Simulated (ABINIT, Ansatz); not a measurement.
# Quasiparticle gap of Al2O3 (Corundum) in ABINIT

Aim: the G0W0 gap of Al2O3 (Corundum) on PBE, step by step.

Method: PBE and many-body steps on it, plane waves, in ABINIT 10.8.3.

**Experimental background.**

- Gap 8.7 eV: optical band gap of host from absorption; optical absorption, quoted from earlier work; bulk crystal (high-purity reference sample) (quoted in “Multi-petahertz electron interference in Cr:Al2O3 solid-state material”, 2018, pmc:5906618).

### Step 1. The structure

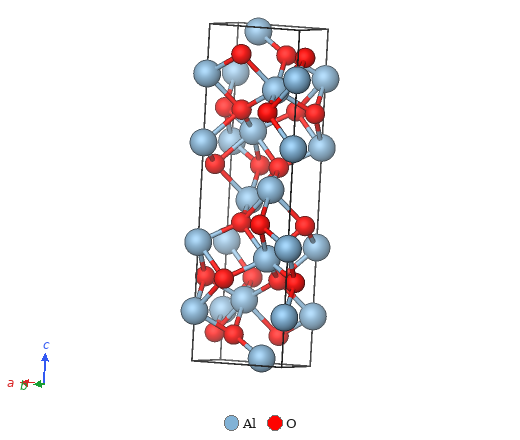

The starting structure, seen from a free direction (aluminium light blue, oxygen red). This picture shows the conventional cell, with its axes. Some periodic images of atoms are drawn too.

The cell and positions come from the Crystallography Open Database and are kept as given unless a step says otherwise.

### Step 2. Ground state

This step: ABINIT 10.8.3; DFT, PBE, plane waves, norm-conserving pseudopotentials.

The ground-state density comes first.

run.abi reads:

```
acell 3*1.0 Angstrom
rprim 
  2.380249999995 1.374237978213 4.331866666707
  -2.380249999995 1.374237978213 4.331866666707
  -0.000000000000 -2.748475956495 4.331866666685
ntypat 2
znucl 13 8
natom 10
typat 1 1 1 1 2 2 2 2 2 2
xred 
  0.352160000000 0.352160000000 0.352160000000
  0.147840000000 0.147840000000 0.147840000000
  0.647840000000 0.647840000000 0.647840000000
  0.852160000000 0.852160000000 0.852160000000
  0.556680000000 0.943320000000 0.250000000000
  0.250000000000 0.556680000000 0.943320000000
  0.943320000000 0.250000000000 0.556680000000
  0.443320000000 0.056680000000 0.750000000000
  0.750000000000 0.443320000000 0.056680000000
  0.056680000000 0.750000000000 0.443320000000
pp_dirpath "pseudos"
pseudos "Al.upf, O.upf"
ecut 36
ngkpt 6 6 6
nshiftk 1
shiftk 0 0 0
kptopt 1
chksymbreak 0
nband 33
occopt 1
tolvrs 1e-10
nstep 60
prtwf 0
optforces 0
optstress 0
indata_prefix "in"
outdata_prefix "out"
tmpdata_prefix "tmp"
```

Command:

```console
OMP_NUM_THREADS=1 mpirun -n 8 abinit run.abi > log
```

Numbers of over 12 decimals in the logs are rounded to 6 here.

What it wrote:

```text
.Version 10.8.3 of ABINIT. v10.8.2 released Aug 2026.

 Symmetries : space group R-3 c (#167); Bravais hR (rhombohedral)
================================================================================
 Values of the parameters that define the memory need of the present run
     intxc =       0    ionmov =       0      iscf =       7    lmnmax =       6
     lnmax =       6     mgfft =      54  mpssoang =       3    mqgrid =    3001
     natom =      10  nloc_mem =       1    nspden =       1   nspinor =       1
    nsppol =       1      nsym =      12    n1xccc =    2501    ntypat =       2
    occopt =       1   xclevel =       2
-    mband =          33        mffmem =           1         mkmem =           4
       mpw =        5939          nfft =      157464          nkpt =          32
================================================================================
  Rough estimation (10% accuracy) of disk space for files :
================================================================================

--------------------------------------------------------------------------------
------------- Echo of variables that govern the present computation ------------
--------------------------------------------------------------------------------
 -outvars: echo values of preprocessed input variables --------
            acell      1.8897261259E+00  1.8897261259E+00  1.8897261259E+00 Bohr

      chksymbreak           0
             ecut      3.60000000E+01 Hartree
-          fftalg         312

              ixc     -101130
              kpt      0.00000000E+00  0.00000000E+00  0.00000000E+00
                       1.66666667E-01  0.00000000E+00  0.00000000E+00
                       3.33333333E-01  0.00000000E+00  0.00000000E+00
                       5.00000000E-01  0.00000000E+00  0.00000000E+00
                       1.66666667E-01  1.66666667E-01  0.00000000E+00
                       3.33333333E-01  1.66666667E-01  0.00000000E+00
                       5.00000000E-01  1.66666667E-01  0.00000000E+00
                      -3.33333333E-01  1.66666667E-01  0.00000000E+00
                      -1.66666667E-01  1.66666667E-01  0.00000000E+00
   [... 21 further rows ...]
                      -3.33333333E-01  5.00000000E-01  3.33333333E-01
                       5.00000000E-01  5.00000000E-01  5.00000000E-01
         kptrlatt        6    0    0      0    6    0      0    0    6
          kptrlen      5.39762473E+01
P           mkmem           4
            natom          10
            nband          33
            ngfft          54      54      54
             nkpt          32
            nstep          60
             nsym          12
           ntypat           2
              occ      2.000000  2.000000  2.000000  2.000000  2.000000  2.000000
                       2.000000  2.000000  2.000000  2.000000  2.000000  2.000000
                       2.000000  2.000000  2.000000  2.000000  2.000000  2.000000
                       2.000000  2.000000  2.000000  2.000000  2.000000  2.000000
                       0.000000  0.000000  0.000000  0.000000  0.000000  0.000000
[...]
optforces           0
        optstress           0
            prtwf           0
            rprim      2.3802500000E+00  1.3742379782E+00  4.3318666667E+00
[...]
spgroup         167

           tolvrs      1.00000000E-10

             xred      3.5216000000E-01  3.5216000000E-01  3.5216000000E-01
[...]
znucl       13.00000    8.00000

================================================================================

 chkinp: Checking input parameters for consistency.

================================================================================
== DATASET  1 ==================================================================
-   mpi_nproc: 8, omp_nthreads: 1 (-1 if OMP is not activated)

--- !DatasetInfo
iteration_state: {dtset: 1, }
dimensions: {natom: 10, nkpt: 32, mband: 33, nsppol: 1, nspinor: 1, nspden: 1, mpw: 5939, }
cutoff_energies: {ecut:  36.0, pawecutdg:  -1.0, }
electrons: {nelect:   4.80000000E+01, charge:   0.00000000E+00, occopt:   1.00000000E+00, tsmear:   1.00000000E-02, }

 Real(R)+Recip(G) space primitive vectors, cartesian coordinates (Bohr,Bohr^-1):
 R(1)=  4.4980206  2.5969334  8.1860416  G(1)=  0.1111600  0.0641783  0.0407197
 R(2)= -4.4980206  2.5969334  8.1860416  G(2)= -0.1111600  0.0641783  0.0407197
 R(3)=  0.0000000 -5.1938668  8.1860416  G(3)=  0.0000000 -0.1283565  0.0407197
 Unit cell volume ucvol=  5.7372986E+02 bohr^3
 Angles (23,13,12)=  5.52866708E+01  5.52866708E+01  5.52866708E+01 degrees

 getcut: wavevector=  0.0000  0.0000  0.0000  ngfft=  54  54  54
         ecut(hartree)=     36.000   => boxcut(ratio)=   2.06269

--- Pseudopotential description ------------------------------------------------
- Al Generated using ONCVPSP code by D. R. Hamann
- 13.00000   3.00000  171031                  znucl, zion, pspdat
12 -101130 2 -1 1876                          pspcod,pspxc,lmax,lloc,mmax
     nproj     2     2     2
  pspatm : epsatm=    4.08140545
         --- l  ekb(1:nproj) -->
[...]
pspatm: atomic psp has been read  and splines computed

- O Generated using ONCVPSP code by D. R. Hamann
-  8.00000   6.00000  171031                  znucl, zion, pspdat
12 -101130 2 -1 936                           pspcod,pspxc,lmax,lloc,mmax
     nproj     2     2     1
  pspatm : epsatm=    6.19545534
         --- l  ekb(1:nproj) -->
[...]
2   -1.331955
 pspatm: atomic psp has been read  and splines computed

   2.56792098E+03                                ecore*ucvol(ha*bohr**3)
--------------------------------------------------------------------------------

_setup2: Arith. and geom. avg. npw (full set) are    5919.005    5918.995

================================================================================

--- !BeginCycle
iteration_state: {dtset: 1, }
solver: {iscf: 7, nstep: 60, nline: 4, wfoptalg: 0, }
tolerances: {tolvrs: 1.00E-10, }

     iter   Etot(hartree)      deltaE(h)  residm     vres2
 ETOT  1  -108.56861779561    -1.086E+02 9.232E-02 1.524E+03
 ETOT  2  -108.71438328984    -1.458E-01 4.345E-02 1.233E+03
 ETOT  3  -109.11643316919    -4.020E-01 1.922E-02 4.671E+00
 ETOT  4  -109.11824809159    -1.815E-03 6.059E-03 1.559E-02
 ETOT  5  -109.11825252940    -4.438E-06 3.205E-03 9.578E-04
 ETOT  6  -109.11825269330    -1.639E-07 2.573E-03 5.364E-06
 ETOT  7  -109.11825269392    -6.181E-10 8.856E-04 4.549E-07
 ETOT  8  -109.11825269401    -8.436E-11 8.923E-04 1.067E-08
 ETOT  9  -109.11825269401    -2.700E-13 3.660E-04 2.557E-10
 ETOT 10  -109.11825269401    -3.084E-12 2.600E-04 1.040E-11

 At SCF step   10       vres2   =  1.04E-11 < tolvrs=  1.00E-10 =>converged.

--- !ResultsGS
iteration_state: {dtset: 1, }
comment   : Summary of ground state results
lattice_vectors:
- [  4.4980206,   2.5969334,   8.1860416, ]
- [ -4.4980206,   2.5969334,   8.1860416, ]
- [ -0.0000000,  -5.1938668,   8.1860416, ]
lattice_lengths: [   9.69472,    9.69472,    9.69472, ]
lattice_angles: [ 55.287,  55.287,  55.287, ] # degrees, (23, 13, 12)
lattice_volume:   5.7372986E+02
convergence: {deltae: -3.084E-12, res2:  1.040E-11, residm:  2.600E-04, diffor:  0.000E+00, }
etotal    :  -1.09118253E+02
entropy   :   0.00000000E+00
fermie    :   1.90422253E-01
cartesian_stress_tensor: null
pressure_GPa: null
xred      :
- [  3.5216E-01,   3.5216E-01,   3.5216E-01, Al]
- [  1.4784E-01,   1.4784E-01,   1.4784E-01, Al]
- [  6.4784E-01,   6.4784E-01,   6.4784E-01, Al]
- [  8.5216E-01,   8.5216E-01,   8.5216E-01, Al]
- [  5.5668E-01,   9.4332E-01,   2.5000E-01,  O]
- [  2.5000E-01,   5.5668E-01,   9.4332E-01,  O]
- [  9.4332E-01,   2.5000E-01,   5.5668E-01,  O]
- [  4.4332E-01,   5.6680E-02,   7.5000E-01,  O]
- [  7.5000E-01,   4.4332E-01,   5.6680E-02,  O]
- [  5.6680E-02,   7.5000E-01,   4.4332E-01,  O]
cartesian_forces: null
force_length_stats: {min: null, max: null, mean: null, }

 Integrated electronic density in atomic spheres:
 ------------------------------------------------
 Atom  Sphere_radius  Integrated_density
[...]
================================================================================

 ----iterations are completed or convergence reached----

 Mean square residual over all n,k,spin=   27.214E-07; max=  26.000E-05
 reduced coordinates (array xred) for   10 atoms
[...]
0.250000000000      0.556680000000      0.943320000000
       0.943320000000      0.250000000000      0.556680000000
       0.443320000000      0.056680000000      0.750000000000
       0.750000000000      0.443320000000      0.056680000000
       0.056680000000      0.750000000000      0.443320000000
 rms dE/dt=  0.0000E+00; max dE/dt=  0.0000E+00; dE/dt below (all hartree)
    1       0.000000000000      0.000000000000      0.000000000000
    2       0.000000000000      0.000000000000      0.000000000000
    3       0.000000000000      0.000000000000      0.000000000000
    4       0.000000000000      0.000000000000      0.000000000000
    5       0.000000000000      0.000000000000      0.000000000000
    6       0.000000000000      0.000000000000      0.000000000000
    7       0.000000000000      0.000000000000      0.000000000000
    8       0.000000000000      0.000000000000      0.000000000000
    9       0.000000000000      0.000000000000      0.000000000000
   10       0.000000000000      0.000000000000      0.000000000000

 cartesian coordinates (angstrom) at end:
[...]
6     -0.729975    -1.484122     7.580767
    7      1.650275     0.109884     7.580767
    8      0.920300    -1.374238     5.414833
    9      0.729975     1.484122     5.414833
   10     -1.650275    -0.109884     5.414833
 length scales=  1.889726125908  1.889726125908  1.889726125908 bohr
              =  1.000000000000  1.000000000000  1.000000000000 angstroms
 prteigrs : about to open file out_EIG
 Fermi (or HOMO) energy (hartree) =   0.19042   Average Vxc (hartree)=  -0.42200
 Eigenvalues (hartree) for nkpt=  32  k points:
 kpt#   1, nband= 33, wtk=  0.00463, kpt=  0.0000  0.0000  0.0000 (reduced coord)
  -0.51404   -0.42818   -0.41791   -0.41791   -0.40624   -0.40624   -0.06247   -0.02571
  -0.01292   -0.01292    0.02849    0.03206    0.03206    0.06905    0.08213    0.13786
   0.13786    0.14281    0.14281    0.17247    0.17247    0.18878    0.18878    0.19042
   0.42070    0.52806    0.58648    0.61540    0.61540    0.62103    0.64669    0.64670
   0.64831
 prteigrs : prtvol=0 or 1, do not print more k-points.

--- !EnergyTerms
iteration_state     : {dtset: 1, }
comment             : Components of total free energy in Hartree
kinetic             :  7.20682127625943E+01
hartree             :  2.66734646915447E+01
xc                  : -3.01908344679662E+01
Ewald energy        : -8.81149730954744E+01
psp_core            :  4.47583638932495E+00
local_psp           : -7.93092830893809E+01
non_local_psp       : -1.47206758846522E+01
total_energy        : -1.09118252694010E+02
total_energy_eV     : -2.96925892054326E+03
band_energy         : -2.03056298659834E+00

== END DATASET(S) ==============================================================
================================================================================

 -outvars: echo values of variables after computation  --------
           etotal     -1.0911825269E+02
            nband          33
             nkpt          32
          spgroup         167
 [... the other variables as echoed above ...]

 Calculation completed.
```

Wall time 42 s (8 MPI ranks of Intel Xeon Platinum 8488C (Sapphire Rapids), shared host); peak memory 0.9 GiB; 5.5 min of CPU time.

This step gave:

| Property | Result |
| --- | --- |
| total energy | -2969.2589 eV |
| gap | 6.266 eV |
| k of the valence top | 0, 0, 0 |
| k of the conduction bottom | 0, 0, 0 |
| least direct gap | 6.266 eV |

The gap is direct, at Γ.

### Step 3. Empty states on the mesh, 4×4×4 mesh, 90 bands

The sums over transitions need many empty states on a uniform mesh; this step solves for them.

Edit run.abi of step 2 so:

```diff
@@ -23,3 +23,3 @@
 ecut 36
-ngkpt 6 6 6
+ngkpt 4 4 4
 nshiftk 1
@@ -28,9 +28,10 @@
 chksymbreak 0
-nband 33
-occopt 1
-tolvrs 1e-10
+iscf -2
+irdden 1
+istwfk *1
+nband 90
+nbdbuf 8
+tolwfr 1e-09
 nstep 60
-prtwf 0
-optforces 0
-optstress 0
+prtvol 0
 indata_prefix "in"
```

What it wrote:

```text
.Version 10.8.3 of ABINIT. v10.8.2 released Aug 2026.

 Symmetries : space group R-3 c (#167); Bravais hR (rhombohedral)
[... echo of the input left out ...]
== DATASET  1 ==================================================================
-   mpi_nproc: 8, omp_nthreads: 1 (-1 if OMP is not activated)
-    --> not optimal distribution: autoparal keyword recommended in input file <--

--- !DatasetInfo
iteration_state: {dtset: 1, }
dimensions: {natom: 10, nkpt: 13, mband: 90, nsppol: 1, nspinor: 1, nspden: 1, mpw: 5940, }
cutoff_energies: {ecut:  36.0, pawecutdg:  -1.0, }
electrons: {nelect:   4.80000000E+01, charge:   0.00000000E+00, occopt:   1.00000000E+00, tsmear:   1.00000000E-02, }

 Real(R)+Recip(G) space primitive vectors, cartesian coordinates (Bohr,Bohr^-1):
 R(1)=  4.4980206  2.5969334  8.1860416  G(1)=  0.1111600  0.0641783  0.0407197
 R(2)= -4.4980206  2.5969334  8.1860416  G(2)= -0.1111600  0.0641783  0.0407197
 R(3)=  0.0000000 -5.1938668  8.1860416  G(3)=  0.0000000 -0.1283565  0.0407197
 Unit cell volume ucvol=  5.7372986E+02 bohr^3
 Angles (23,13,12)=  5.52866708E+01  5.52866708E+01  5.52866708E+01 degrees

 getcut: wavevector=  0.0000  0.0000  0.0000  ngfft=  54  54  54
         ecut(hartree)=     36.000   => boxcut(ratio)=   2.06269

--- Pseudopotential description ------------------------------------------------
- Al Generated using ONCVPSP code by D. R. Hamann
- 13.00000   3.00000  171031                  znucl, zion, pspdat
12 -101130 2 -1 1876                          pspcod,pspxc,lmax,lloc,mmax
     nproj     2     2     2
  pspatm : epsatm=    4.08140545
         --- l  ekb(1:nproj) -->
             0    5.126667    0.728291
             1    7.287548    0.832437
             2   -2.770497   -0.637722
 pspatm: atomic psp has been read  and splines computed

- O Generated using ONCVPSP code by D. R. Hamann
-  8.00000   6.00000  171031                  znucl, zion, pspdat
12 -101130 2 -1 936                           pspcod,pspxc,lmax,lloc,mmax
     nproj     2     2     1
  pspatm : epsatm=    6.19545534
         --- l  ekb(1:nproj) -->
[...]
2   -1.331955
 pspatm: atomic psp has been read  and splines computed

--------------------------------------------------------------------------------

================================================================================
 prteigrs : about to open file out_EIG
 Non-SCF case, kpt    1 (  0.00000  0.00000  0.00000), residuals and eigenvalues=
  1.80E-10  2.98E-10  1.91E-10  3.95E-10  2.51E-10  4.44E-10  1.55E-10  2.53E-10
  2.23E-10  6.76E-10  3.65E-10  2.33E-10  3.43E-10  1.55E-10  4.01E-10  2.02E-10
  3.03E-10  1.93E-10  2.67E-10  4.29E-10  5.29E-10  1.50E-10  3.28E-10  3.79E-10
[...]
5.57E-04  2.36E-04
 -5.1404E-01 -4.2818E-01 -4.1791E-01 -4.1791E-01 -4.0624E-01 -4.0624E-01
 -6.2473E-02 -2.5715E-02 -1.2918E-02 -1.2918E-02  2.8486E-02  3.2059E-02
  3.2059E-02  6.9048E-02  8.2134E-02  1.3786E-01  1.3786E-01  1.4281E-01
[...]
1.6000E+00  1.6000E+00  1.6191E+00  1.6191E+00  1.6968E+00  1.7013E+00
  1.7013E+00  1.7063E+00  1.7243E+00  1.7507E+00  1.7597E+00  1.7965E+00
 prteigrs : prtvol=0 or 1, do not print more k-points.

--- !ResultsGS
iteration_state: {dtset: 1, }
comment   : Summary of ground state results
lattice_vectors:
- [  4.4980206,   2.5969334,   8.1860416, ]
- [ -4.4980206,   2.5969334,   8.1860416, ]
- [ -0.0000000,  -5.1938668,   8.1860416, ]
lattice_lengths: [   9.69472,    9.69472,    9.69472, ]
lattice_angles: [ 55.287,  55.287,  55.287, ] # degrees, (23, 13, 12)
lattice_volume:   5.7372986E+02
convergence: {deltae:  0.000E+00, res2:  0.000E+00, residm:  9.932E-10, diffor:  0.000E+00, }
etotal    :  -1.09118253E+02
entropy   :   0.00000000E+00
fermie    :   1.90422253E-01
cartesian_stress_tensor: null
pressure_GPa: null
xred      :
- [  3.5216E-01,   3.5216E-01,   3.5216E-01, Al]
- [  1.4784E-01,   1.4784E-01,   1.4784E-01, Al]
- [  6.4784E-01,   6.4784E-01,   6.4784E-01, Al]
- [  8.5216E-01,   8.5216E-01,   8.5216E-01, Al]
- [  5.5668E-01,   9.4332E-01,   2.5000E-01,  O]
- [  2.5000E-01,   5.5668E-01,   9.4332E-01,  O]
- [  9.4332E-01,   2.5000E-01,   5.5668E-01,  O]
- [  4.4332E-01,   5.6680E-02,   7.5000E-01,  O]
- [  7.5000E-01,   4.4332E-01,   5.6680E-02,  O]
- [  5.6680E-02,   7.5000E-01,   4.4332E-01,  O]
cartesian_forces: null
force_length_stats: {min: null, max: null, mean: null, }

 Integrated electronic density in atomic spheres:
 ------------------------------------------------
 Atom  Sphere_radius  Integrated_density
[...]
================================================================================

 ----iterations are completed or convergence reached----

 Mean square residual over all n,k,spin=   48.941E-11; max=  99.318E-11
 reduced coordinates (array xred) for   10 atoms
[...]
0.750000000000      0.443320000000      0.056680000000
       0.056680000000      0.750000000000      0.443320000000

 cartesian coordinates (angstrom) at end:
    1      0.000000    -2.43e-11     4.576530
    2      0.000000    -1.02e-11     1.921270
    3     -0.000000    -4.47e-11     8.419070
[...]
9      0.729975     1.484122     5.414833
   10     -1.650275    -0.109884     5.414833
 length scales=  1.889726125908  1.889726125908  1.889726125908 bohr
              =  1.000000000000  1.000000000000  1.000000000000 angstroms
 prteigrs : about to open file out_EIG
 Eigenvalues (hartree) for nkpt=  13  k points:
 kpt#   1, nband= 90, wtk=  0.01563, kpt=  0.0000  0.0000  0.0000 (reduced coord)
[...]
1.45447    1.45447    1.49158    1.53501    1.55218    1.55218    1.60000    1.60000
   1.61910    1.61910    1.69677    1.70130    1.70130    1.70634    1.72434    1.75070
   1.75968    1.79655
 prteigrs : prtvol=0 or 1, do not print more k-points.

== END DATASET(S) ==============================================================
================================================================================

 -outvars: echo values of variables after computation  --------
            nband          90
             nkpt          13
          spgroup         167
 [... the other variables as echoed above ...]

 Calculation completed.
```

Elapsed: 39 s, on 8 MPI ranks; peak memory 0.76 GiB; 5.2 min of CPU time.

This step gave:

```yaml
gap: 6.266 eV
k_of_the_valence_top: 0, 0, 0
k_of_the_conduction_bottom: 0, 0, 0
least_direct_gap: 6.266 eV
k_points_computed: 13
lowest_point_of_the_top_converged_band_above_the_valence_top: 38.34 eV
```

On this mesh the gap is 6.266 eV.

(Continued in part 2 of 2.)

[Paths, hosts, dates, memory and timing lines, banners, echoed tables and standing remarks are left out of the program output.]

[Logs are printed without paths, hosts, clocks, repeated set-up lines and the standing remarks that a program may print on its own settings, such as how far it seeks lower states.]

[Runs of the session that timed out or met a known fault of the program may be left out.]

[Hosts, paths, dates, database ids (printed as entryN), source tags and the programs' standing remarks are cut or masked in the printed files.]

[G0W0 gaps are taken among the corrected bands and points alone; a level outside them can change the order at an edge.]

[Where Ansatz stands beside ABINIT at settings called matched, ABINIT's density can come from a denser mesh and the files from another edition; pairs whose starting gaps differed by over 0.03 eV were left out, so agreement reads better than it is.]
